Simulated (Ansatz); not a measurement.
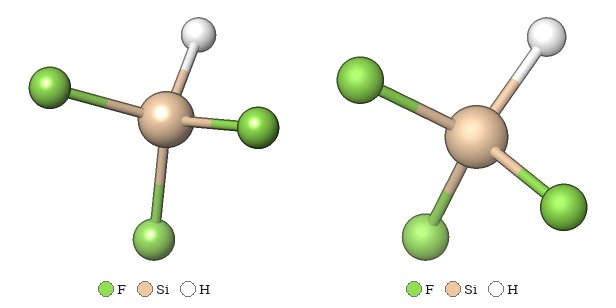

The same structure drawn twice, from different directions.

Give the formula.

F3HSi, 5 atoms: 3 fluorine, 1 hydrogen and 1 silicon.

How many atoms are distinct by symmetry?

3: 3 F, 1 Si, 1 H.

How many bonds of each kind are drawn?

3 F–Si, 1 Si–H. Sticks follow a distance rule.

More results for the same structure follow; atom numbers are the same in all pictures, views and colours differ. The computed structure is the end point of a PBE0-D4/def2-TZVP optimisation. No frequency run is at hand to confirm it as a minimum.

### Geometry

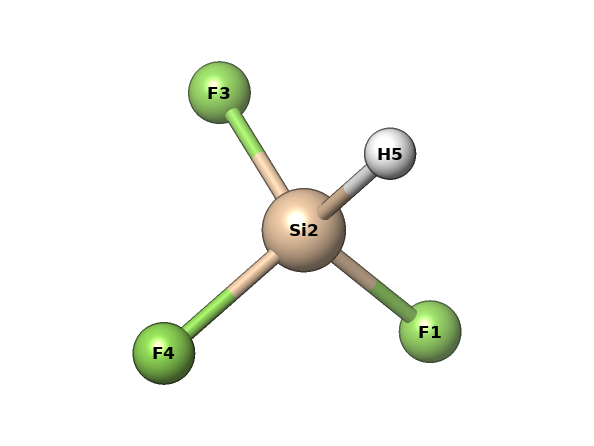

Numbered structure. No frequency run is at hand to confirm it as a minimum.

Give the bond lengths.

```csv
bond,length (Å)
F1–Si2,1.573
Si2–F3,1.573
Si2–F4,1.573
Si2–H5,1.461
```

### Electronic properties

No frequency run is at hand to confirm it as a minimum. Level of theory: RKS PBE0-D4/def2-TZVPP (Ansatz 0.2.0).

What is the HOMO energy (Kohn–Sham orbital)?

−11.22 eV.

Estimate the LUMO energy (Kohn–Sham orbital).

1.03 eV.

### Charges

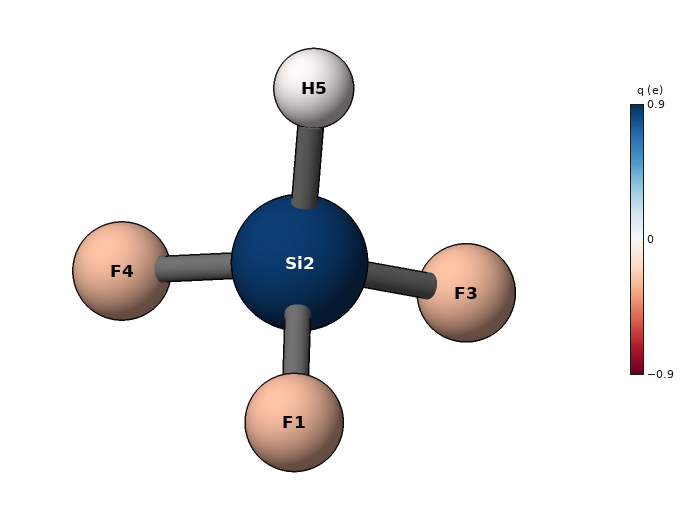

Atoms are coloured by their Mulliken charges. No frequency run is at hand to confirm it as a minimum. Level of theory: RKS PBE0-D4/def2-TZVP (Ansatz 0.2.0).

List the Mulliken charges.

| atom | value (e) |
| --- | --- |
| F1 | −0.28 |
| Si2 | 0.86 |
| F3 | −0.28 |
| F4 | −0.28 |
| H5 | −0.02 |

### Dipole moment

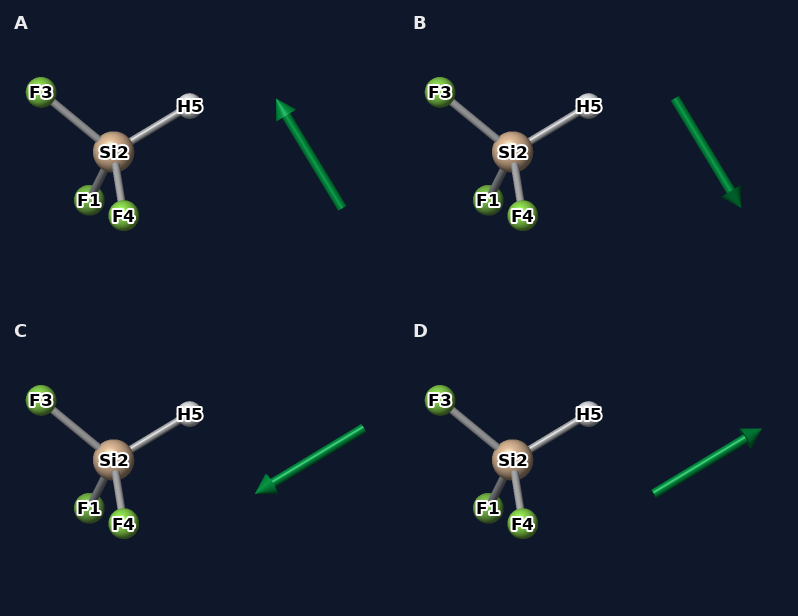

The same molecule four times, each with an arrow. No frequency run is at hand to confirm it as a minimum. Method: RKS PBE0-D4/def2-TZVP (Ansatz 0.2.0).

Which arrow points along the dipole moment, from the negative to the positive end?

D. The dipole moment is 1.32 D; it points from the side of F1, F3, F4 to the side of H5 (the outermost atoms at the two ends).

Mulliken values depend strongly on the basis set and can even reverse the polarity of a bond.
